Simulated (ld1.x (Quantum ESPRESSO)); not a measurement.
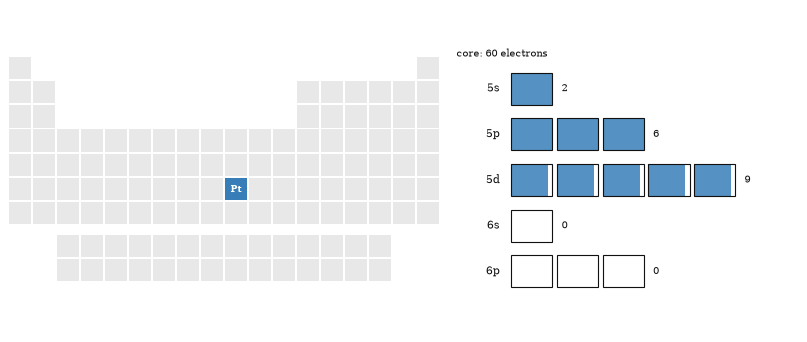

*Left, the place of platinum in the periodic table; right, the valence shells of the reference configuration: a box for each of the 2l + 1 orbitals, shaded by the share of the shell that is filled, with the electron count at the right. The shells are those of the unaltered input.*

**Pseudopotential generation: Pt (part 1 of 2)**

Platinum (Pt, Z = 78), core [Kr] 4d10 4f14, reference valence 5s2 5p6 5d9 6s0 6p0 (an ion of charge +1), valence charge 18. (This line and the method describe the unaltered input from which the odd one was made.) Computed at this level: PAW potential, Wu–Cohen, fully relativistic, made with ld1.x (Quantum ESPRESSO) 7.5.

**The input**
```
 &input
   title='Pt', zed=78., rel=2, dft='WC', iswitch=3,
   config='[Xe] 4f14 5d9 5f-2 6s0 6p0', rel_dist='average',
   nld=7, rlderiv=2.40, eminld=-10.0, emaxld=5.0, deld=0.04
 /
 &inputp
   pseudotype=3, lpaw=.true., tm=.true., lloc=-2, rcloc=1.95,
   nlcc=.true., new_core_ps=.true., rcore=1.25,
   which_augfun='GAUSS', rmatch_augfun=0.95,
   file_wfcaegen='ae.wfc', file_wfcncgen='nc.wfc', file_beta='beta', file_chi='chi', file_wfcusgen='us.wfc'
 /
8
5S  1  0   2.00   0.00  1.25  1.50  0.0
6S  2  0   0.00   0.00  1.25  1.50  0.0
5P  2  1   6.00   0.00  1.70  2.20  0.0
6P  3  1   0.00   0.00  1.70  2.20  0.0
5D  3  2   9.00   0.00  0.90  1.20  0.0
5D  3  2   0.00   0.05  0.90  1.20  0.0
5F  4  3  -2.00  -0.05  1.45  1.85  0.0
5F  4  3  -2.00   2.55  1.45  1.85  0.0
 &test
   configts(1)='5s2 5p6 5d9 6s0 6p0'
 /
```

Hardware: 1 CPU thread, shared host.

Launched with:
```bash
ld1.x < Pt.in > Pt.out
```

**Log**
```
     Program LD1 v.7.5
     --------------------------- All-electron run ----------------------------

     Pt
     dirac relativistic calculation

     atomic number is 78.00
     dft =WC   lsd =0 sic =0 latt =0  beta=0.20 tr2=1.0E-14
     Exchange-correlation= WC
                           (   1   4  11   4   0   0   0)
     mesh =1277 r(mesh) =  98.81913 a.u. xmin = -7.00 dx = 0.01250
     1 Ry =  13.60569312 eV, c = 137.03599908

     n l j   nl                  e(Ry)          e(Ha)          e(eV)
     Spin orbit split results
     1 0 0.5 1S 1( 2.00)     -5756.1402     -2878.0701    -78316.2768
     2 0 0.5 2S 1( 2.00)     -1010.8810      -505.4405    -13753.7367
     2 1 0.5 2P 1( 2.00)      -968.8772      -484.4386    -13182.2460
     2 1 1.5 2P 1( 4.00)      -841.7697      -420.8849    -11452.8604
     3 0 0.5 3S 1( 2.00)      -237.8740      -118.9370     -3236.4408
     3 1 0.5 3P 1( 2.00)      -219.0289      -109.5145     -2980.0406
     3 1 1.5 3P 1( 4.00)      -191.0897       -95.5449     -2599.9078
     4 0 0.5 4S 1( 2.00)       -51.5731       -25.7865      -701.6873
     4 1 0.5 4P 1( 2.00)       -43.5806       -21.7903      -592.9446
     4 1 1.5 4P 1( 4.00)       -36.9230       -18.4615      -502.3630
     3 2 1.5 3D 1( 4.00)      -159.7168       -79.8584     -2173.0583
     3 2 2.5 3D 1( 6.00)      -153.6960       -76.8480     -2091.1406
     5 0 0.5 5S 1( 2.00)        -8.0756        -4.0378      -109.8746
     5 1 0.5 5P 1( 2.00)        -5.5284        -2.7642       -75.2180
     5 1 1.5 5P 1( 4.00)        -4.4299        -2.2150       -60.2721
     4 2 1.5 4D 1( 4.00)       -23.8367       -11.9184      -324.3154
     4 2 2.5 4D 1( 6.00)       -22.5991       -11.2996      -307.4769
     4 3 2.5 4F 1( 6.00)        -5.8839        -2.9419       -80.0542
     4 3 3.5 4F 1( 8.00)        -5.6300        -2.8150       -76.6002
     5 2 1.5 5D 1( 3.60)        -1.1161        -0.5580       -15.1851
     5 2 2.5 5D 1( 5.40)        -1.0151        -0.5076       -13.8117
     6 0 0.5 6S 1( 0.00)        -0.9488        -0.4744       -12.9086
     6 1 0.5 6P 1( 0.00)        -0.5361        -0.2681        -7.2940
     6 1 1.5 6P 1( 0.00)        -0.4641        -0.2321        -6.3149
     Averaged results
     1 0     1S 1( 2.00)     -5756.1402     -2878.0701    -78316.2768
     2 0     2S 1( 2.00)     -1010.8810      -505.4405    -13753.7367
     2 1     2P 1( 6.00)      -884.1389      -442.0694    -12029.3223
     3 0     3S 1( 2.00)      -237.8740      -118.9370     -3236.4408
     3 1     3P 1( 6.00)      -200.4028      -100.2014     -2726.6188
     4 0     4S 1( 2.00)       -51.5731       -25.7865      -701.6873
     4 1     4P 1( 6.00)       -39.1422       -19.5711      -532.5569
     3 2     3D 1(10.00)      -156.1043       -78.0522     -2123.9077
     5 0     5S 1( 2.00)        -8.0756        -4.0378      -109.8746
     5 1     5P 1( 6.00)        -4.7961        -2.3980       -65.2541
     4 2     4D 1(10.00)       -23.0942       -11.5471      -314.2123
     4 3     4F 1(14.00)        -5.7388        -2.8694       -78.0805
     5 2     5D 1( 9.00)        -1.0555        -0.5278       -14.3611
     6 0     6S 1( 0.00)        -0.9488        -0.4744       -12.9086
     6 1     6P 1( 0.00)        -0.4881        -0.2441        -6.6413

     final scf error:  9.5E-15 reached in  32 iterations

     Etot =  -36890.386121 Ry,  -18445.193060 Ha, -501919.272749 eV

     Ekin =   42222.540041 Ry,   21111.270020 Ha,  574466.922671 eV
     Encl =  -92732.155389 Ry,  -46366.077695 Ha,-1261685.248862 eV
     Eh   =   14330.796175 Ry,    7165.398087 Ha,  194980.414958 eV
     Exc  =    -711.566947 Ry,    -355.783473 Ha,   -9681.361516 eV

     normalization and overlap integrals

     s(1S/1S) =  1.000000  <r> =   0.0171  <r2> =    0.0004  r(max) =   0.0106
     s(2S/2S) =  1.000000  <r> =   0.0717  <r2> =    0.0061  r(max) =   0.0612
     s(2P/2P) =  1.000000  <r> =   0.0591  <r2> =    0.0044  r(max) =   0.0459
     s(2P/2P) =  1.000000  <r> =   0.0675  <r2> =    0.0055  r(max) =   0.0526
     s(3S/3S) =  1.000000  <r> =   0.1866  <r2> =    0.0399  r(max) =   0.1726
     s(3P/3P) =  1.000000  <r> =   0.1768  <r2> =    0.0365  r(max) =   0.1622
     s(3P/3P) =  1.000000  <r> =   0.1923  <r2> =    0.0429  r(max) =   0.1770
     s(4S/4S) =  1.000000  <r> =   0.4149  <r2> =    0.1946  r(max) =   0.3890
     s(4P/4P) =  1.000000  <r> =   0.4179  <r2> =    0.1989  r(max) =   0.3890
     s(4P/4P) =  1.000000  <r> =   0.4518  <r2> =    0.2322  r(max) =   0.4193
     s(3D/3D) =  1.000000  <r> =   0.1676  <r2> =    0.0330  r(max) =   0.1378
     s(3D/3D) =  1.000000  <r> =   0.1723  <r2> =    0.0347  r(max) =   0.1413
     s(5S/5S) =  1.000000  <r> =   0.9534  <r2> =    1.0210  r(max) =   0.8657
     s(5P/5P) =  1.000000  <r> =   1.0353  <r2> =    1.2132  r(max) =   0.9215
     s(5P/5P) =  1.000000  <r> =   1.1362  <r2> =    1.4634  r(max) =   1.0058
     s(4D/4D) =  1.000000  <r> =   0.4618  <r2> =    0.2468  r(max) =   0.4141
     s(4D/4D) =  1.000000  <r> =   0.4730  <r2> =    0.2587  r(max) =   0.4246
     s(4F/4F) =  1.000000  <r> =   0.5127  <r2> =    0.3203  r(max) =   0.3842
     s(4F/4F) =  1.000000  <r> =   0.5200  <r2> =    0.3298  r(max) =   0.3890
     s(5D/5D) =  1.000000  <r> =   1.6044  <r2> =    3.0645  r(max) =   1.2439
     s(5D/5D) =  1.000000  <r> =   1.6752  <r2> =    3.3517  r(max) =   1.2754
     s(6S/6S) =  1.000000  <r> =   2.6879  <r2> =    8.1940  r(max) =   2.2951
     s(6P/6P) =  1.000000  <r> =   3.4443  <r2> =   13.6010  r(max) =   2.8033
     s(6P/6P) =  1.000000  <r> =   3.8216  <r2> =   16.6934  r(max) =   3.1765

     ------------------------ End of All-electron run ------------------------

     --------------------- Generating PAW atomic setup --------------------

      Generating local potential from pseudized AE potential:
      Matching radius rcloc =   1.9500
      Enforcing V''(0)=0 (lloc=-2)

      Local pseudo, rcloc= 1.951 Estimated cut-off energy=     8.53 Ry

      Computing core charge for nlcc:

       r > 1.26 : true rho core
      Core charge pseudized with two Bessel functions
      Integrated core pseudo-charge :   4.93

     Fully relativistic calculation: |psi|^2

     Wfc 5S LC norm =  0.99944838 SC norm =  0.00055161 missing  0.00000001
     Speed at rcutus      0.945 a.u.,  v/c =  0.006895,  (v/c)^2 = -0.00004754

     Wfc 6S LC norm =  0.99993097 SC norm =  0.00006554 missing  0.00000349
     Speed at rcutus      0.748 a.u.,  v/c =  0.005459,  (v/c)^2 =  0.00002980

     Wfc 5P LC norm =  0.99953240 SC norm =  0.00046758 missing  0.00000002
     Speed at rcutus      0.297 a.u.,  v/c =  0.002166,  (v/c)^2 = -0.00000469

     Wfc 5P LC norm =  0.99960620 SC norm =  0.00039364 missing  0.00000016
     Speed at rcutus      0.357 a.u.,  v/c =  0.002604,  (v/c)^2 = -0.00000678

     Wfc 6P LC norm =  0.99995999 SC norm =  0.00003963 missing  0.00000038
     Speed at rcutus      0.639 a.u.,  v/c =  0.004665,  (v/c)^2 =  0.00002176

     Wfc 6P LC norm =  0.99996768 SC norm =  0.00002741 missing  0.00000491
     Speed at rcutus      0.536 a.u.,  v/c =  0.003913,  (v/c)^2 =  0.00001531

     Wfc 5D LC norm =  0.99979713 SC norm =  0.00020280 missing  0.00000006
     Speed at rcutus      2.221 a.u.,  v/c =  0.016207,  (v/c)^2 =  0.00026267

     Wfc 5D LC norm =  0.99981322 SC norm =  0.00018358 missing  0.00000319
     Speed at rcutus      2.171 a.u.,  v/c =  0.015841,  (v/c)^2 =  0.00025093
      Wfc-us  5S rcutus= 1.482  Estimated cut-off energy=    25.09 Ry
      Wfc-us  6S rcutus= 1.482  Estimated cut-off energy=    49.99 Ry
      Wfc-us  5P rcutus= 2.211  Estimated cut-off energy=    18.56 Ry
      Wfc-us  5P rcutus= 2.211  Estimated cut-off energy=    18.21 Ry
      Wfc-us  6P rcutus= 2.211  Estimated cut-off energy=    14.39 Ry
      Wfc-us  6P rcutus= 2.211  Estimated cut-off energy=    13.87 Ry
      Wfc-us  5D rcutus= 1.213  Estimated cut-off energy=    75.04 Ry
      Wfc-us  5D rcutus= 1.213  Estimated cut-off energy=    74.67 Ry
      Wfc-us  5D rcutus= 1.213  Estimated cut-off energy=    76.95 Ry
      Wfc-us  5D rcutus= 1.213  Estimated cut-off energy=    76.32 Ry
      Wfc-us  5F rcutus= 1.856  Estimated cut-off energy=    41.29 Ry
      Wfc-us  5F rcutus= 1.856  Estimated cut-off energy=    41.27 Ry
      Wfc-us  5F rcutus= 1.856  Estimated cut-off energy=    44.56 Ry
      Wfc-us  5F rcutus= 1.856  Estimated cut-off energy=    44.50 Ry

     Required augmentation: GAUSS   radius:    0.950000
     Message from routine us2paw:
     GAUSS augmentation functions are ususally harder than BESSEL; use BESSEL instead unless you have discontinuity in local potential

     Estimated PAW energy = -919.471693 Ryd

     The PAW screened D coefficients
    -3.07781    -0.47837     0.00000     0.00000     0.00000     0.00000
     0.00000     0.00000     0.00000     0.00000     0.00000     0.00000
     0.00000     0.00000
    -0.47837    -0.42306     0.00000     0.00000     0.00000     0.00000
     0.00000     0.00000     0.00000     0.00000     0.00000     0.00000
     0.00000     0.00000
     0.00000     0.00000    -5.10461     0.00000    -0.56725     0.00000
     0.00000     0.00000     0.00000     0.00000     0.00000     0.00000
     0.00000     0.00000
     0.00000     0.00000     0.00000    -3.73554     0.00000    -0.53570
     0.00000     0.00000     0.00000     0.00000     0.00000     0.00000
     0.00000     0.00000
     0.00000     0.00000    -0.56725     0.00000     0.18746     0.00000
     0.00000     0.00000     0.00000     0.00000     0.00000     0.00000
     0.00000     0.00000
     0.00000     0.00000     0.00000    -0.53570     0.00000     0.07098
     0.00000     0.00000     0.00000     0.00000     0.00000     0.00000
     0.00000     0.00000
     0.00000     0.00000     0.00000     0.00000     0.00000     0.00000
    -2.24187     0.00000    -2.01181     0.00000     0.00000     0.00000
     0.00000     0.00000
     0.00000     0.00000     0.00000     0.00000     0.00000     0.00000
     0.00000    -1.87985     0.00000    -1.77779     0.00000     0.00000
     0.00000     0.00000
     0.00000     0.00000     0.00000     0.00000     0.00000     0.00000
    -2.01181     0.00000    -1.81707     0.00000     0.00000     0.00000
     0.00000     0.00000
     0.00000     0.00000     0.00000     0.00000     0.00000     0.00000
     0.00000    -1.77779     0.00000    -1.69071     0.00000     0.00000
     0.00000     0.00000
     0.00000     0.00000     0.00000     0.00000     0.00000     0.00000
     0.00000     0.00000     0.00000     0.00000    -0.14285     0.00000
    -0.18918     0.00000
     0.00000     0.00000     0.00000     0.00000     0.00000     0.00000
     0.00000     0.00000     0.00000     0.00000     0.00000    -0.13436
     0.00000    -0.17929
     0.00000     0.00000     0.00000     0.00000     0.00000     0.00000
     0.00000     0.00000     0.00000     0.00000    -0.18918     0.00000
    -0.23170     0.00000
     0.00000     0.00000     0.00000     0.00000     0.00000     0.00000
     0.00000     0.00000     0.00000     0.00000     0.00000    -0.17929
     0.00000    -0.22168

     The PAW descreened D coefficients (US)
    -7.08774    -2.59094     0.00000     0.00000     0.00000     0.00000
     0.00000     0.00000     0.00000     0.00000     0.00000     0.00000
     0.00000     0.00000
    -2.59094    -1.46486     0.00000     0.00000     0.00000     0.00000
     0.00000     0.00000     0.00000     0.00000     0.00000     0.00000
     0.00000     0.00000
     0.00000     0.00000     4.11260     0.00000     1.83666     0.00000
     0.00000     0.00000     0.00000     0.00000     0.00000     0.00000
     0.00000     0.00000
     0.00000     0.00000     0.00000     3.48805     0.00000     1.60259
     0.00000     0.00000     0.00000     0.00000     0.00000     0.00000
     0.00000     0.00000
     0.00000     0.00000     1.83666     0.00000     0.25191     0.00000
     0.00000     0.00000     0.00000     0.00000     0.00000     0.00000
     0.00000     0.00000
     0.00000     0.00000     0.00000     1.60259     0.00000     0.34956
     0.00000     0.00000     0.00000     0.00000     0.00000     0.00000
     0.00000     0.00000
     0.00000     0.00000     0.00000     0.00000     0.00000     0.00000
    -2.04123     0.00000    -1.83471     0.00000     0.00000     0.00000
     0.00000     0.00000
     0.00000     0.00000     0.00000     0.00000     0.00000     0.00000
     0.00000    -1.68163     0.00000    -1.59462     0.00000     0.00000
     0.00000     0.00000
     0.00000     0.00000     0.00000     0.00000     0.00000     0.00000
    -1.83471     0.00000    -1.65942     0.00000     0.00000     0.00000
     0.00000     0.00000
     0.00000     0.00000     0.00000     0.00000     0.00000     0.00000
     0.00000    -1.59462     0.00000    -1.52100     0.00000     0.00000
     0.00000     0.00000
     0.00000     0.00000     0.00000     0.00000     0.00000     0.00000
     0.00000     0.00000     0.00000     0.00000    -0.10607     0.00000
    -0.10831     0.00000
     0.00000     0.00000     0.00000     0.00000     0.00000     0.00000
     0.00000     0.00000     0.00000     0.00000     0.00000    -0.09508
     0.00000    -0.09961
     0.00000     0.00000     0.00000     0.00000     0.00000     0.00000
     0.00000     0.00000     0.00000     0.00000    -0.10831     0.00000
    -0.06667     0.00000
     0.00000     0.00000     0.00000     0.00000     0.00000     0.00000
     0.00000     0.00000     0.00000     0.00000     0.00000    -0.09961
     0.00000    -0.06516

     ------------------- End of pseudopotential generation -------------------
```

(Continued in part 2.) Outcome of the run: generated; ld1.x warns of wrong node counts; the input is odd on purpose.
